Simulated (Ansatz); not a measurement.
**CH₂Al (quartet): one geometry, many settings at distance Al1–C2 = 1.504 Å**

What do other methods and options give for CH₂Al (quartet) at this geometry, and how long do they take?

Method: the settings change from run to run; program: Ansatz 0.2.0, Gaussian basis.

18 further runs of the same task are left out: 15 that didn't finish, 3 set aside as unsound or not needed.

## 1. The system

The geometry derives from a PBE0/def2-TZVP stationary point (not a proven minimum). One bond is set to the value named and the two fragments are kept rigid.

4 atoms, charge 0, spin multiplicity 4.

Atoms are counted from 1 here; the program's logs count them from 0.

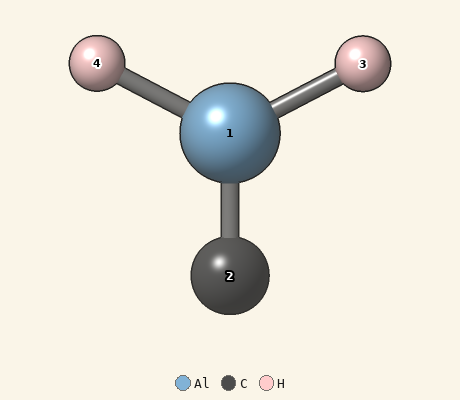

The structure; aluminium light blue, carbon dark grey, hydrogen pink; atoms are numbered from 1 in the order of the file.

## 2. MRCISD+Q(9,8)/6-31G

File in.yaml:

```yaml
crystal:
  periodic: [false, false, false]
  atoms:
    - {symbol: Al, position_ang: [0.000000, 0.000000, 0.404370]}
    - {symbol: C, position_ang: [0.000000, 0.000000, -1.099630]}
    - {symbol: H, position_ang: [0.000000, 1.398998, 1.139345]}
    - {symbol: H, position_ang: [0.000000, -1.398998, 1.139345]}
basis:
  gaussian: {orbitals: 6-31G, fitting: {mean_field: def2-universal-jkfit}}
magnetization: {spin_polarized: false, initial_magnetization: 3}
hamiltonian: {pseudopotentials: {relativity: scalar}}
correlation: {method: fic_mrcisd_q, electrons: outside_noble_gas, active_space: {window: {electrons: 9, orbitals: 8}, states: [{multiplicity: 4, weights: [0.5, 0.5, 1, 0.5]}]}}
```

Command:

```bash
$ ansatz run in.yaml --threads 1 --pin off --events-out ev --progress --plain --max-ram 2393MiB
```

The log of the run, shortened:

```text
Functional definition: HF
  name "HF"
  cite "Fock, Z. Phys. 61, 126 (1930) doi:10.1007/BF01340294"
  parent pbe
[...]
239 factors; integrals over basis functions are off by at most 9.4e-2 eV
[...]
mean field -7647.84103366 eV, -281.0529740942 hartree, gradient 6.3e-7 eV, S^2 3.750000; 0 other end points of the search recorded, 0 dependent functions left out
reference -7647.84103366 eV, -281.0529740942 hartree; 12, 9 occupied and 14, 17 virtual orbitals, 239 factors
state -7648.08733723 eV, -281.0620255834 hartree
state -7644.43361957 eV, -280.9277539360 hartree
state -7643.07009368 eV, -280.8776452839 hartree
state -7642.95687041 eV, -280.8734844052 hartree
contracted CI cycle   1: correlation 0.00000000 eV, 0.0000000000 hartree, residual 1.00e1 eV
contracted CI cycle   2: correlation -1.89672662 eV, -0.0697034177 hartree, residual 2.24e0 eV
contracted CI cycle   3: correlation -1.98984730 eV, -0.0731255394 hartree, residual 4.88e-1 eV
contracted CI cycle   4: correlation -1.99478536 eV, -0.0733070099 hartree, residual 1.26e-1 eV
contracted CI cycle   5: correlation -1.99511313 eV, -0.0733190554 hartree, residual 2.80e-2 eV
contracted CI cycle   6: correlation -1.99512895 eV, -0.0733196367 hartree, residual 7.02e-3 eV
contracted CI cycle   7: correlation -1.99512992 eV, -0.0733196721 hartree, residual 1.73e-3 eV
contracted CI cycle   8: correlation -1.99512998 eV, -0.0733196744 hartree, residual 4.02e-4 eV
[...]
contracted CI cycle   2: correlation -1.99033972 eV, -0.0731436357 hartree, residual 2.31e0 eV
contracted CI cycle   3: correlation -2.09662679 eV, -0.0770496132 hartree, residual 5.41e-1 eV
contracted CI cycle   4: correlation -2.10321772 eV, -0.0772918255 hartree, residual 1.39e-1 eV
contracted CI cycle   5: correlation -2.10363450 eV, -0.0773071420 hartree, residual 3.84e-2 eV
contracted CI cycle   6: correlation -2.10366781 eV, -0.0773083661 hartree, residual 1.15e-2 eV
contracted CI cycle   7: correlation -2.10367132 eV, -0.0773084949 hartree, residual 3.55e-3 eV
contracted CI cycle   8: correlation -2.10367166 eV, -0.0773085076 hartree, residual 1.01e-3 eV
state -7643.07009368 eV, -280.8776452839 hartree; corrected -7645.29471151 eV, -280.9593984811 hartree
contracted CI cycle   1: correlation 0.00000000 eV, 0.0000000000 hartree, residual 9.45e0 eV
contracted CI cycle   2: correlation -1.89768745 eV, -0.0697387276 hartree, residual 1.90e0 eV
contracted CI cycle   3: correlation -1.97156869 eV, -0.0724538129 hartree, residual 4.18e-1 eV
contracted CI cycle   4: correlation -1.97529983 eV, -0.0725909299 hartree, residual 1.14e-1 eV
contracted CI cycle   5: correlation -1.97557253 eV, -0.0726009513 hartree, residual 2.90e-2 eV
contracted CI cycle   6: correlation -1.97559233 eV, -0.0726016789 hartree, residual 8.24e-3 eV
contracted CI cycle   7: correlation -1.97559391 eV, -0.0726017372 hartree, residual 2.32e-3 eV
contracted CI cycle   8: correlation -1.97559403 eV, -0.0726017414 hartree, residual 5.77e-4 eV
state -7642.95687041 eV, -280.8734844052 hartree; corrected -7645.04481304 eV, -280.9502148816 hartree
Total energy: -7646.46203043 eV, -281.0022966604 hartree
Relativity: scalar
```

Wall time 10 s (1 thread of Arm Neoverse N1, shared host).

From the report: 400 determinants; active occupations (of the averaged states) 1.98, 1.68, 1.60, 1.48, 1.00, 0.88, 0.33, 0.06.

## 3. MRCISD+Q(relaxed)(7,5)/6-31G

File in.yaml:

```yaml
crystal:
  periodic: [false, false, false]
  atoms:
    - {symbol: Al, position_ang: [0.000000, 0.000000, 0.404370]}
    - {symbol: C, position_ang: [0.000000, 0.000000, -1.099630]}
    - {symbol: H, position_ang: [0.000000, 1.398998, 1.139345]}
    - {symbol: H, position_ang: [0.000000, -1.398998, 1.139345]}
basis:
  gaussian: {orbitals: 6-31G}
magnetization: {spin_polarized: false, initial_magnetization: 3}
hamiltonian: {pseudopotentials: {relativity: none}}
correlation: {method: fic_mrcisd_q_relaxed, electrons: valence, active_space: {window: {electrons: 7, orbitals: 5}, states: [{multiplicity: 4, weights: [1, 0.5]}], root: 1}}
accuracy: high
```

The command is unchanged.

The log of the run, shortened:

```text
Functional definition: HF
  name "HF"
  cite "Fock, Z. Phys. 61, 126 (1930) doi:10.1007/BF01340294"
  parent pbe
[...]
618 factors; integrals over basis functions are off by at most 3.4e-9 eV
[...]
mean field -7636.65554720 eV, -280.6419150485 hartree, gradient 5.7e-8 eV, S^2 3.750000; 0 other end points of the search recorded, 0 dependent functions left out
reference -7636.65554720 eV, -280.6419150485 hartree; 12, 9 occupied and 14, 17 virtual orbitals, 618 factors
state -7636.20927929 eV, -280.6255150055 hartree
state -7630.50630955 eV, -280.4159347330 hartree
contracted CI cycle   1: correlation 0.00000000 eV, 0.0000000000 hartree, residual 1.09e1 eV
contracted CI cycle   2: correlation -2.39244148 eV, -0.0879206027 hartree, residual 2.60e0 eV
contracted CI cycle   3: correlation -2.56957615 eV, -0.0944301817 hartree, residual 8.95e-1 eV
[...]
contracted CI cycle  10: correlation -4.22477602 eV, -0.1552576552 hartree, residual 1.75e-3 eV
contracted CI cycle  11: correlation -4.22477611 eV, -0.1552576583 hartree, residual 9.44e-4 eV
contracted CI cycle  12: correlation -4.22477613 eV, -0.1552576592 hartree, residual 3.63e-4 eV
contracted CI cycle  13: correlation -4.22477613 eV, -0.1552576593 hartree, residual 1.19e-4 eV
contracted CI cycle  14: correlation -4.22477614 eV, -0.1552576593 hartree, residual 3.61e-5 eV
contracted CI cycle  15: correlation -4.22477614 eV, -0.1552576593 hartree, residual 1.16e-5 eV
contracted CI cycle  16: correlation -4.22477614 eV, -0.1552576593 hartree, residual 3.64e-6 eV
contracted CI cycle  17: correlation -4.22477614 eV, -0.1552576593 hartree, residual 1.39e-6 eV
contracted CI cycle  18: correlation -4.22477614 eV, -0.1552576593 hartree, residual 5.77e-7 eV
state -7630.50630955 eV, -280.4159347330 hartree; corrected -7635.56444131 eV, -280.6018176466 hartree
Total energy: -7635.56444131 eV, -280.6018176466 hartree
```

It took 1.8 s on 1 thread of Arm Neoverse N1, shared host.

From the report: 4 determinants; active occupations (of the averaged states) 2.00, 1.67, 1.33, 1.00, 1.00.

## 4. MP2 on ROHF/6-31G*

File in.yaml:

```yaml
crystal:
  periodic: [false, false, false]
  atoms:
    - {symbol: Al, position_ang: [0.000000, 0.000000, 0.404370]}
    - {symbol: C, position_ang: [0.000000, 0.000000, -1.099630]}
    - {symbol: H, position_ang: [0.000000, 1.398998, 1.139345]}
    - {symbol: H, position_ang: [0.000000, -1.398998, 1.139345]}
basis:
  gaussian: {orbitals: "6-31G*"}
magnetization: {spin_polarized: false, initial_magnetization: 3}
correlation: {method: mp2, electrons: all}
```

Same command.

The log of the run:

```text
Functional definition: HF
  name "HF"
  cite "Fock, Z. Phys. 61, 126 (1930) doi:10.1007/BF01340294"
  parent pbe
  exchange = exact_x
  correlation = 0
371 factors; integrals over basis functions are off by at most 8.7e-4 eV
mean field evaluation 1: about -7636.0869 eV, gradient 1.1e1 eV
mean field evaluation 2: about -7636.1187 eV, gradient 1.1e1 eV
mean field evaluation 4: about -7637.7972 eV, gradient 2.2e0 eV
mean field evaluation 8: about -7637.8554 eV, gradient 3.8e-1 eV
mean field evaluation 16: about -7637.8584 eV, gradient 6.6e-7 eV
mean field -7637.85836874 eV, -280.6861179250 hartree, gradient 6.6e-7 eV, S^2 3.750000; 0 other end points of the search recorded, 0 dependent functions left out
reference -7637.85836874 eV, -280.6861179250 hartree; 12, 9 occupied and 26, 29 virtual orbitals, 371 factors
second order -3.29327270 eV of doubles, -0.03368888 eV of singles
Total energy: -7641.18533032 eV, -280.8083815080 hartree
```

It took 0.45 s on 1 thread of Arm Neoverse N1, shared host.

## 5. CCSDT(Q) on ROHF/6-31G

Changes to in.yaml since step 4:

```diff
@@ -8,4 +8,5 @@
 basis:
-  gaussian: {orbitals: "6-31G*"}
+  gaussian: {orbitals: 6-31G}
 magnetization: {spin_polarized: false, initial_magnetization: 3}
-correlation: {method: mp2, electrons: all}
+correlation: {method: ccsdt_q, electrons: valence, diis_vectors: 4}
+output: {forces: true}
```

The command is unchanged.

The log of the run, shortened:

```text
Functional definition: HF
  name "HF"
  cite "Fock, Z. Phys. 61, 126 (1930) doi:10.1007/BF01340294"
  parent pbe
[...]
581 factors; integrals over basis functions are off by at most 8.7e-8 eV
[...]
mean field -7636.65554716 eV, -280.6419150471 hartree, gradient 7.6e-6 eV, S^2 3.750000; 0 other end points of the search recorded, 0 dependent functions left out
[...]
6 core orbitals not correlated: weight in the atoms' cores, before any rotation towards them, 1.000 or more for the frozen orbitals, at most 0.000 for the correlated occupied ones
reference -7636.65554716 eV, -280.6419150471 hartree; 6, 3 occupied and 14, 17 virtual orbitals, 581 factors
second order -1.64704740 eV of doubles, -0.03271145 eV of singles
cycle   1  -2.07300198 eV  change   -3.9e-1 eV  update   5.9e-2
[...]
cycle  16  -2.35471685 eV  change   -4.7e-7 eV  update   4.7e-7
perturbative correction -0.00161697 eV, -0.0000594224 hartree
[...]
Total energy: -7639.01188097 eV, -280.7285087175 hartree
Atom 0 at     0.000000     0.000000     0.404370 Å, force     0.000000    -0.000000    18.400118 eV/Å
Atom 1 at     0.000000     0.000000    -1.099630 Å, force    -0.000000     0.000000   -19.378933 eV/Å
Atom 2 at     0.000000     1.398998     1.139345 Å, force    -0.000000     0.469285     0.489407 eV/Å
Atom 3 at     0.000000    -1.398998     1.139345 Å, force     0.000000    -0.469285     0.489407 eV/Å
Dipole moment:    -0.000000     0.000000    -0.025935 e Å
```

Run time: 22 s. Hardware: 1 thread of Arm Neoverse N1, shared host.

From the report: correlation -2.3563 eV; T1 0.025; largest double amplitude 0.03.

## 6. MRCISD+Q(relaxed)(7,8)/6-31G

Changes to in.yaml since step 5:

```diff
@@ -8,5 +8,4 @@
 basis:
-  gaussian: {orbitals: 6-31G}
+  gaussian: {orbitals: 6-31G, point_charges: [{charge: -0.50, position_ang: [4.775, -0.829, 0.447]}]}
 magnetization: {spin_polarized: false, initial_magnetization: 3}
-correlation: {method: ccsdt_q, electrons: valence, diis_vectors: 4}
-output: {forces: true}
+correlation: {method: fic_mrcisd_q_relaxed, electrons: valence, active_space: {window: {electrons: 7, orbitals: 8}, states: [{multiplicity: 4, weights: [1, 0.5, 0.5, 1]}, {multiplicity: 6, weights: [1]}]}}
```

The command is unchanged.

The log of the run:

```text
Functional definition: HF
  name "HF"
  cite "Fock, Z. Phys. 61, 126 (1930) doi:10.1007/BF01340294"
  parent pbe
  exchange = exact_x
  correlation = 0
581 factors; integrals over basis functions are off by at most 8.7e-8 eV
mean field evaluation 1: about -7634.8767 eV, gradient 1.0e1 eV
mean field evaluation 2: about -7634.8846 eV, gradient 1.0e1 eV
mean field evaluation 4: about -7636.6908 eV, gradient 2.2e0 eV
mean field evaluation 8: about -7636.7457 eV, gradient 1.3e-3 eV
mean field -7636.74571436 eV, -280.6452286306 hartree, gradient 7.9e-6 eV, S^2 3.750000; 0 other end points of the search recorded, 0 dependent functions left out
[... 1 line left out ...]
state -7637.53366012 eV, -280.6741851030 hartree
state -7633.45885960 eV, -280.5244389460 hartree
state -7631.90879998 eV, -280.4674753055 hartree
state -7631.88767951 eV, -280.4666991427 hartree
contracted CI cycle   1: correlation 0.00000000 eV, 0.0000000000 hartree, residual 8.61e0 eV
contracted CI cycle   2: correlation -1.42073729 eV, -0.0522111324 hartree, residual 1.75e0 eV
contracted CI cycle   3: correlation -1.48724023 eV, -0.0546550705 hartree, residual 7.32e-1 eV
contracted CI cycle   4: correlation -1.49914166 eV, -0.0550924398 hartree, residual 3.09e-1 eV
contracted CI cycle   5: correlation -1.50118263 eV, -0.0551674440 hartree, residual 1.26e-1 eV
contracted CI cycle   6: correlation -1.50154270 eV, -0.0551806765 hartree, residual 5.71e-2 eV
contracted CI cycle   7: correlation -1.50162075 eV, -0.0551835448 hartree, residual 2.48e-2 eV
contracted CI cycle   8: correlation -1.50163396 eV, -0.0551840300 hartree, residual 9.85e-3 eV
contracted CI cycle   9: correlation -1.50163593 eV, -0.0551841027 hartree, residual 3.81e-3 eV
contracted CI cycle  10: correlation -1.50163623 eV, -0.0551841136 hartree, residual 1.52e-3 eV
contracted CI cycle  11: correlation -1.50163628 eV, -0.0551841153 hartree, residual 6.09e-4 eV
state -7637.53366012 eV, -280.6741851030 hartree; corrected -7639.09043937 eV, -280.7313956852 hartree
contracted CI cycle   1: correlation 0.00000000 eV, 0.0000000000 hartree, residual 9.12e0 eV
contracted CI cycle   2: correlation -1.65495587 eV, -0.0608185064 hartree, residual 2.26e0 eV
contracted CI cycle   3: correlation -1.77658476 eV, -0.0652882857 hartree, residual 1.02e0 eV
contracted CI cycle   4: correlation -1.80227158 eV, -0.0662322588 hartree, residual 4.47e-1 eV
contracted CI cycle   5: correlation -1.80662731 eV, -0.0663923289 hartree, residual 2.45e-1 eV
contracted CI cycle   6: correlation -1.80084503 eV, -0.0661798342 hartree, residual 1.00e0 eV
contracted CI cycle   7: correlation -1.80690517 eV, -0.0664025403 hartree, residual 2.63e-1 eV
contracted CI cycle   8: correlation -1.80775152 eV, -0.0664336429 hartree, residual 8.51e-2 eV
contracted CI cycle   9: correlation -1.80792866 eV, -0.0664401527 hartree, residual 5.14e-2 eV
contracted CI cycle  10: correlation -1.80812685 eV, -0.0664474360 hartree, residual 1.01e-1 eV
contracted CI cycle  11: correlation -1.80794217 eV, -0.0664406493 hartree, residual 4.02e-2 eV
contracted CI cycle  12: correlation -1.80796972 eV, -0.0664416618 hartree, residual 1.62e-2 eV
contracted CI cycle  13: correlation -1.80797606 eV, -0.0664418946 hartree, residual 1.19e-2 eV
contracted CI cycle  14: correlation -1.80797876 eV, -0.0664419939 hartree, residual 9.24e-3 eV
contracted CI cycle  15: correlation -1.80797631 eV, -0.0664419039 hartree, residual 7.02e-3 eV
contracted CI cycle  16: correlation -1.80797742 eV, -0.0664419447 hartree, residual 3.26e-3 eV
contracted CI cycle  17: correlation -1.80797780 eV, -0.0664419586 hartree, residual 4.00e-3 eV
contracted CI cycle  18: correlation -1.80797788 eV, -0.0664419614 hartree, residual 3.06e-3 eV
contracted CI cycle  19: correlation -1.80797774 eV, -0.0664419566 hartree, residual 1.74e-3 eV
contracted CI cycle  20: correlation -1.80797782 eV, -0.0664419595 hartree, residual 1.12e-3 eV
state -7633.45885960 eV, -280.5244389460 hartree; corrected -7635.35722809 eV, -280.5942027014 hartree
[... 267 lines left out ...]
contracted CI cycle 224: correlation -2.11443154 eV, -0.0777039258 hartree, residual 2.15e-1 eV
contracted CI cycle 225: correlation -2.11502064 eV, -0.0777255749 hartree, residual 1.40e-1 eV
contracted CI cycle 226: correlation -2.11759429 eV, -0.0778201550 hartree, residual 3.37e-1 eV
contracted CI cycle 227: correlation -2.10851811 eV, -0.0774866114 hartree, residual 5.14e-1 eV
contracted CI cycle 228: correlation -2.06345470 eV, -0.0758305616 hartree, residual 3.41e0 eV
contracted CI cycle 229: correlation -2.10332728 eV, -0.0772958520 hartree, residual 4.11e-1 eV
contracted CI cycle 230: correlation -2.10822451 eV, -0.0774758217 hartree, residual 2.09e-1 eV
contracted CI cycle 231: correlation -2.11230381 eV, -0.0776257333 hartree, residual 3.33e-1 eV
contracted CI cycle 232: correlation -2.10394838 eV, -0.0773186768 hartree, residual 2.53e0 eV
contracted CI cycle 233: correlation -2.11094957 eV, -0.0775759660 hartree, residual 1.13e-1 eV
contracted CI cycle 234: correlation -2.11141647 eV, -0.0775931240 hartree, residual 7.26e-2 eV
contracted CI cycle 235: correlation -2.11167859 eV, -0.0776027569 hartree, residual 8.67e-2 eV
contracted CI cycle 236: correlation -2.11181024 eV, -0.0776075951 hartree, residual 6.24e-2 eV
contracted CI cycle 237: correlation -2.11172373 eV, -0.0776044157 hartree, residual 3.58e-2 eV
contracted CI cycle 238: correlation -2.11176930 eV, -0.0776060904 hartree, residual 2.56e-2 eV
contracted CI cycle 239: correlation -2.11179513 eV, -0.0776070397 hartree, residual 2.04e-2 eV
contracted CI cycle 240: correlation -2.11192172 eV, -0.0776116917 hartree, residual 1.40e-1 eV
contracted CI cycle 241: correlation -2.11181482 eV, -0.0776077633 hartree, residual 2.13e-2 eV
contracted CI cycle 242: correlation -2.11183122 eV, -0.0776083657 hartree, residual 2.28e-2 eV
contracted CI cycle 243: correlation -2.11191485 eV, -0.0776114391 hartree, residual 5.76e-2 eV
contracted CI cycle 244: correlation -2.11177590 eV, -0.0776063331 hartree, residual 6.05e-2 eV
contracted CI cycle 245: correlation -2.11182289 eV, -0.0776080597 hartree, residual 1.45e-1 eV
contracted CI cycle 246: correlation -2.11169682 eV, -0.0776034268 hartree, residual 3.78e-2 eV
contracted CI cycle 247: correlation -2.11173805 eV, -0.0776049419 hartree, residual 1.61e-2 eV
contracted CI cycle 248: correlation -2.11174575 eV, -0.0776052249 hartree, residual 1.38e-2 eV
contracted CI cycle 249: correlation -2.11175157 eV, -0.0776054389 hartree, residual 1.23e-2 eV
contracted CI cycle 250: correlation -2.11174799 eV, -0.0776053073 hartree, residual 5.86e-3 eV
contracted CI cycle 251: correlation -2.11174932 eV, -0.0776053562 hartree, residual 3.83e-3 eV
contracted CI cycle 252: correlation -2.11174979 eV, -0.0776053735 hartree, residual 3.07e-3 eV
contracted CI cycle 253: correlation -2.11174669 eV, -0.0776052595 hartree, residual 2.90e-2 eV
contracted CI cycle 254: correlation -2.11175009 eV, -0.0776053844 hartree, residual 2.60e-3 eV
contracted CI cycle 255: correlation -2.11175024 eV, -0.0776053899 hartree, residual 1.33e-3 eV
contracted CI cycle 256: correlation -2.11175032 eV, -0.0776053928 hartree, residual 1.02e-3 eV
contracted CI cycle 257: correlation -2.11175024 eV, -0.0776053900 hartree, residual 4.10e-3 eV
contracted CI cycle 258: correlation -2.11175025 eV, -0.0776053903 hartree, residual 4.60e-3 eV
contracted CI cycle 259: correlation -2.11175041 eV, -0.0776053961 hartree, residual 9.05e-4 eV
state -7631.88767951 eV, -280.4666991427 hartree; corrected -7634.20611534 eV, -280.5519000880 hartree
state -7630.98561813 eV, -280.4335489986 hartree
contracted CI cycle   1: correlation 0.00000000 eV, 0.0000000000 hartree, residual 8.31e0 eV
contracted CI cycle   2: correlation -1.43073959 eV, -0.0525787101 hartree, residual 1.60e0 eV
contracted CI cycle   3: correlation -1.48991573 eV, -0.0547533932 hartree, residual 5.93e-1 eV
contracted CI cycle   4: correlation -1.49788393 eV, -0.0550462191 hartree, residual 2.27e-1 eV
contracted CI cycle   5: correlation -1.49916757 eV, -0.0550933921 hartree, residual 1.02e-1 eV
contracted CI cycle   6: correlation -1.49942873 eV, -0.0551029894 hartree, residual 4.70e-2 eV
contracted CI cycle   7: correlation -1.49948388 eV, -0.0551050162 hartree, residual 2.15e-2 eV
contracted CI cycle   8: correlation -1.49949801 eV, -0.0551055355 hartree, residual 1.20e-2 eV
contracted CI cycle   9: correlation -1.49950339 eV, -0.0551057330 hartree, residual 8.56e-3 eV
contracted CI cycle  10: correlation -1.49950541 eV, -0.0551058073 hartree, residual 4.91e-3 eV
contracted CI cycle  11: correlation -1.49950605 eV, -0.0551058310 hartree, residual 2.39e-3 eV
contracted CI cycle  12: correlation -1.49950619 eV, -0.0551058362 hartree, residual 1.09e-3 eV
state -7630.98561813 eV, -280.4335489986 hartree; corrected -7632.54960465 eV, -280.4910244429 hartree
Total energy: -7635.11306230 eV, -280.5852297740 hartree
```

Wall time 71 s (1 thread of Arm Neoverse N1, shared host); peak memory 0.27 GiB.

From the report: 1,568 determinants; active occupations (of the averaged states) 1.73, 1.53, 1.28, 1.00, 0.93, 0.47, 0.06, 0.02.

## 7. The runs in one table

Where basis and cores are those of an earlier FCI/6-31G run (-7639.0121 eV), and the state is the same kind, the miss against it is given.

```tsv
level	correlated	functions	energy (eV)	from FCI (meV)	time
MRCISD+Q(9,8)/6-31G (mean of several states, relativity set)	outside noble gas	26	-7646.4620		10 s
MRCISD+Q(relaxed)(7,5)/6-31G (excited root 1 of an average)	valence	26	-7635.5644		1.8 s
MP2 on ROHF/6-31G*	all	38	-7641.1853		0.45 s
CCSDT(Q) on ROHF/6-31G	valence	26	-7639.0119	0.2	22 s
MRCISD+Q(relaxed)(7,8)/6-31G (mean of several states, beside a point charge)	valence	26	-7635.1131		71 s
```

## 8. Summary of results

| quantity | value |
| --- | --- |
| runs | 5 |
| quickest | MP2 on ROHF/6-31G*, 0.45 s |
| slowest | MRCISD+Q(relaxed)(7,8)/6-31G (mean of several states, beside a point charge), 71 s |

Total energies in different bases, with other cores or another treatment of relativity can't be set against each other. MRCISD+Q(relaxed)(7,8)/6-31G (mean of several states, beside a point charge) took 158 times as long as MP2 on ROHF/6-31G*; the jobs differ in more than the method.
